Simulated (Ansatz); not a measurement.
Input

```
crystal:
  periodic: [false, false, false]
  atoms:
    - symbol: Cl
      position_ang: [-2.818887, -0.596049, 0.519096]
    - symbol: Se
      position_ang: [0.345135, 1.784635, 1.401087]
    - symbol: Se
      position_ang: [0.840137, -2.168363, 1.236446]
    - symbol: Se
      position_ang: [0.027837, -0.071441, -2.285878]
    - symbol: Zr
      position_ang: [-0.529636, -0.286675, 0.201691]
    - symbol: H
      position_ang: [-0.722700, 2.565845, 0.739308]
    - symbol: H
      position_ang: [1.740927, -2.068161, 0.071438]
    - symbol: H
      position_ang: [1.117195, 0.840208, -1.883188]
basis:
  gaussian: {orbitals: def2-SVPD}
hamiltonian: {xc: {name: PBE0}}
output: {forces: true, orbitals: {seedname: orbitals}}
```

Command:

```sh
ansatz run input.yaml --threads 2 --pin off --max-ram 6090MiB --events-out events.jsonl --progress --plain --runs-dir runs
```

Geometry: PBE0-D4/def2-SVP; core potentials replace the inner electrons of Zr.

Method: isolated molecule in a Gaussian basis; Kohn-Sham density functional theory, functional PBE0 (Ansatz 0.2.0).

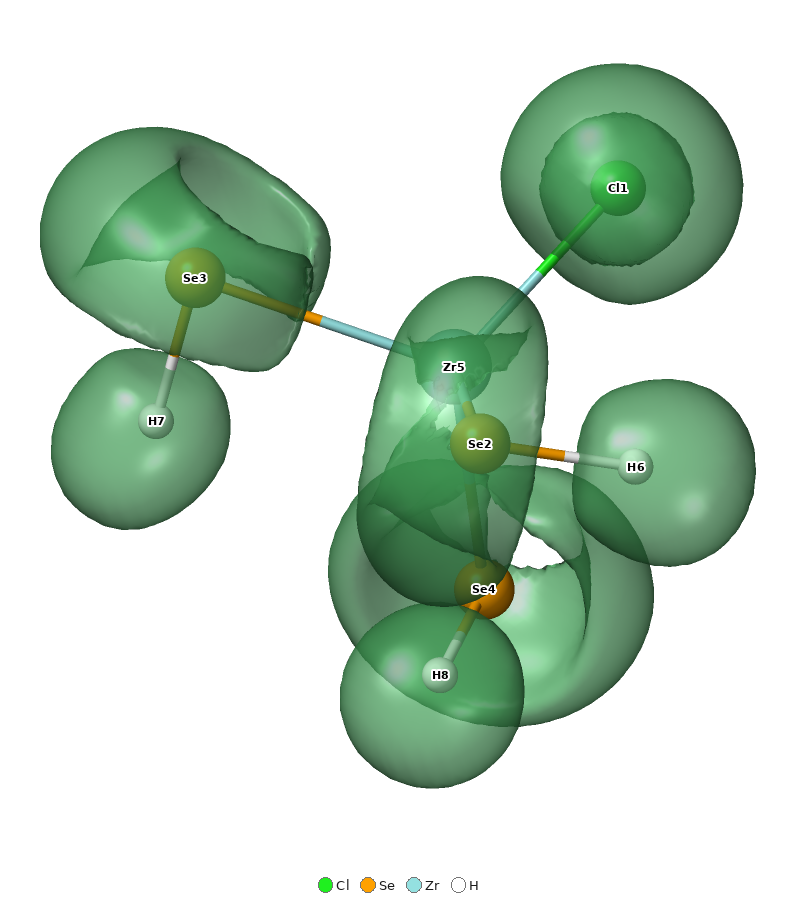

ClH$_{3}$Se$_{3}$Zr. Isosurface of the electron localisation function at 0.8 (green), seen at a tilt. Only the valence region is drawn (cores and ρ < 0.01 e/Å³ removed).

Q: Identify the bonds, lone pairs and shells in this picture.

A: The ELF exceeds this value in three regions around hydrogen nuclei, one region wrapped around Cl (its valence shell) and three regions wrapped around Se (the valence shell of each). Profiles from the grid: Zr–Cl (2.33 Å): the ELF peaks at about 0.85 in the valence shell of Cl, 0.8 Å from its nucleus, and is about 0.30 at the midpoint. Zr–Se (2.55 Å): the ELF peaks at about 0.80 in the valence shell of Se, 1.1 Å from its nucleus, and is about 0.55 at the midpoint.
